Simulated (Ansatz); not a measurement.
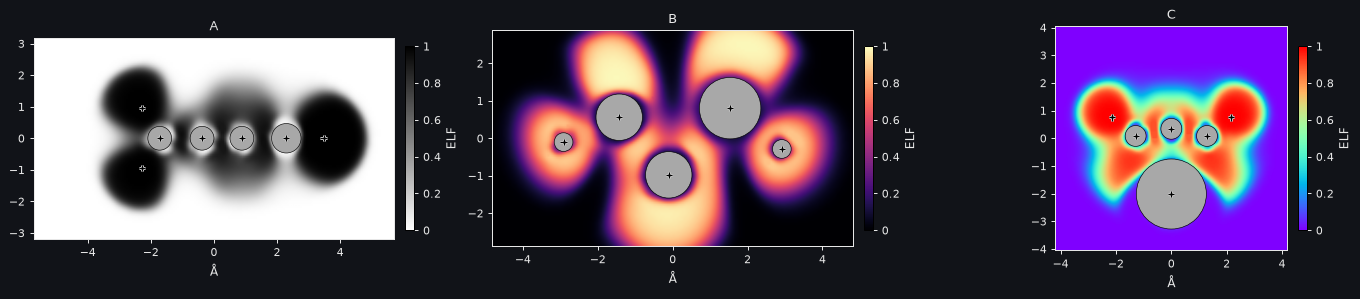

The electron localisation function of 3 systems, each on a plane through atoms (crosses mark nuclei in the plane; grey discs cover the cores).

The calculation used isolated molecule in a Gaussian basis; Kohn-Sham density functional theory, functional PBE0 in Ansatz.

System 1: F2GeP2 (SMILES FP=[P]#[Ge][F]), the molecular plane. Geometry: r2SCAN-D4/def2-SVP.

```xyz
5

F    -3.2772   -1.3510    2.6904
F     0.4170    1.8314   -0.5080
Ge   -3.1725    0.0346    1.6112
P    -1.0487    1.4485    0.0900
P    -0.7861   -0.1794    1.2707
```

System 2: C3H2Na (SMILES [CH]1[C]2[CH][Na]12) (doublet), the molecular plane. Geometry: r2SCAN-D4/def2-SVP.

```csv
atom,x (Å),y (Å),z (Å)
C,1.4001,-0.7460,0.4421
C,-1.1471,-0.4570,0.7152
C,0.1057,-0.8499,0.6473
Na,0.2954,1.4133,0.0221
H,2.1949,-1.4855,0.5287
H,-2.0497,-1.0040,0.9839
```

System 3: C3H3B (SMILES [BH+]C#C[CH2]) (charge +1, doublet), the molecular plane. Geometry: B3LYP-D3(BJ)/def2-SVP.

```yaml
atoms:
  - { symbol: C, position_ang: [-0.7617, -1.3208, 0.4853] }
  - { symbol: C, position_ang: [0.3913, -1.1672, -0.0048] }
  - { symbol: C, position_ang: [1.6176, -1.0039, -0.5260] }
  - { symbol: B, position_ang: [-2.0475, -1.4920, 1.0319] }
  - { symbol: H, position_ang: [-3.1267, -1.6357, 1.4906] }
  - { symbol: H, position_ang: [1.7438, -0.7566, -1.5896] }
  - { symbol: H, position_ang: [2.5115, -1.1154, 0.1039] }
```

> Which map belongs to which system?

Panel A is system 3, C3H3B: the plane holds C, B and H. C–C (1.26 Å): the ELF peaks at about 0.90 between the atoms; a short, multiple covalent bond. Panel B is system 1, F2GeP2: the plane holds F, Ge and P. P–F (1.63 Å): the ELF peaks at about 0.80 between the atoms; a polar covalent bond. Panel C is system 2, C3H2Na: the plane holds C, Na and H. C–C (1.31 Å): the ELF peaks at about 0.90 between the atoms (a multiple bond).
